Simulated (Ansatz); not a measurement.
These are PBE (plane waves to 420 eV, PAW; Ansatz, a quantum-chemistry and plane-wave program) values and carry that method's errors.

Host crystal: wurtzite ZnO, with a band gap (PBE, scalar-relativistic without spin-orbit coupling).

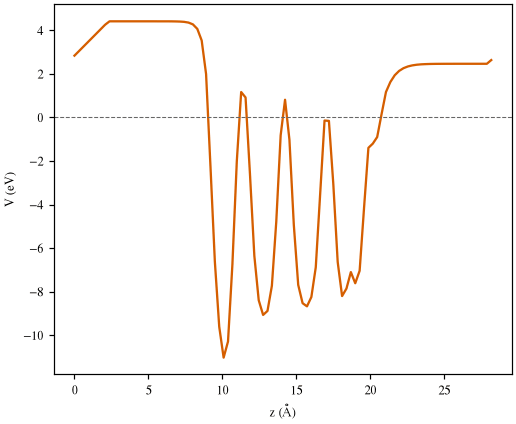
Figure: Plane-averaged electrostatic potential energy along the normal, in eV from the highest filled level, for Li on the 1x1 (10-10) surface of wurtzite ZnO (cut with top plane O + Zn), one in a 1x1 cell, started at the site 'top Zn #2'

Set-up: 17 atoms, 9.4 Å thick at the start under the adsorbate (thin: gaps and levels are the slab's own); mesh 6x4x1; 0.01 eV smearing; dipole correction on; 8 atoms held, the rest relaxed; held to the start's symmetry, so lower structures may exist; spin-polarised, ending with about 0.1 μB a cell; orders that need a larger cell were not tried, no spin-orbit, no U, no dispersion correction. At the end it is bonded to 2 O + 3 Zn. In PBE it is, or lies within 0.03 eV of, the lowest of the starts that converged.

### Question
The surface cell has an area of 17.36 Å². What dipole along the normal does the step between the two vacuum levels imply?

### Answer
the top vacuum level lies 1.95 eV below the bottom one; p = −ε₀ A ΔV (ε₀ = 0.005526 e/(V·Å)) gives 0.19 e·Å a cell.
